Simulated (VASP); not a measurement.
Band structure of As (a7). Level of theory: SCAN meta-GGA, VASP's PBE PAW potentials (set 64) (plane waves; VASP).

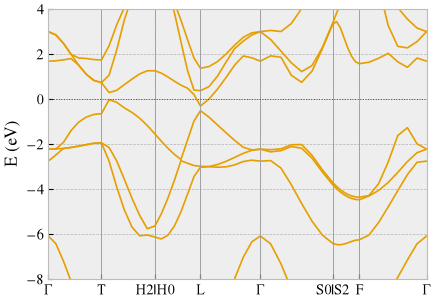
Figure: Bands along high-symmetry lines, zero at the valence-band maximum or, without a gap, the Fermi level

Task: Read the plot: is there a gap, and where are the band edges?

Result: It has no gap at this level: it comes out as a metal or semimetal.

The compound is As in the a7 structure. It was relaxed first.
